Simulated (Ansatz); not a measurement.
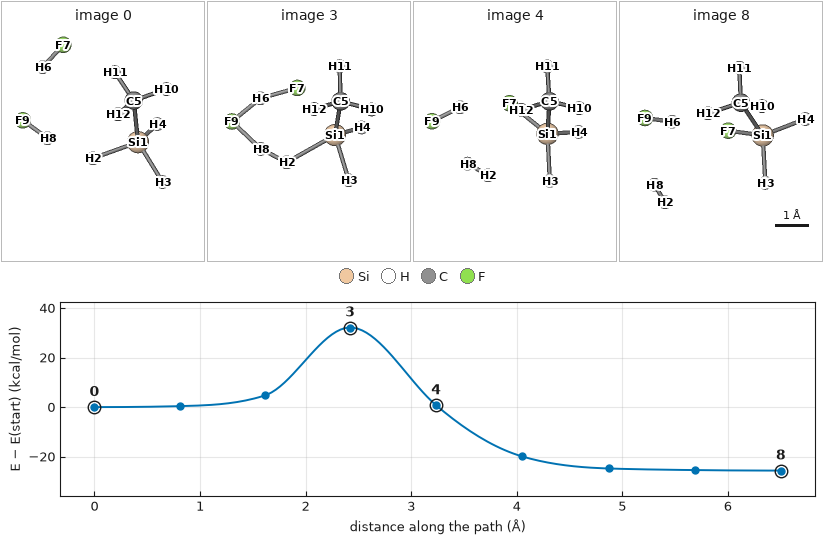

NEB run on CH8F2Si. Images are numbered from 0 (start) to 8 (end). Style: ball-and-stick. Shown at a tilt.

Method: RKS CAM-B3LYP-D4/def2-mTZVP (Ansatz). Settings: 7 movable images; climbing image; force threshold 0.05 eV/Å; iteration limit 60; starting path through a guess of the saddle point.

Describe the mechanism and the energy profile.

Answer. Breaking: H6–F7 (0.94 → 1.16 at the top → 1.73 Å), H8–F9 (0.95 → 1.27 at the top → 2.51 Å), Si1–H2 (1.50 → 1.69 at the top → 3.81 Å). Forming: H2–H8 (1.55 → 0.91 at the top → 0.75 Å), H6–F9 (1.73 → 1.12 at the top → 0.94 Å), Si1–F7 (3.77 → 1.99 at the top → 1.64 Å). The energy climbs by 32.1 kcal/mol to image 3 and then falls by 57.8 kcal/mol, so the end point sits at −25.6 kcal/mol. The band is converged. At the top, the vibrational analysis gives one imaginary mode (1202i cm⁻¹), as a transition state must have.

Cost: 7.3 min on 4 threads of Arm Neoverse N1, on a shared host, peak memory 0.27 GiB.
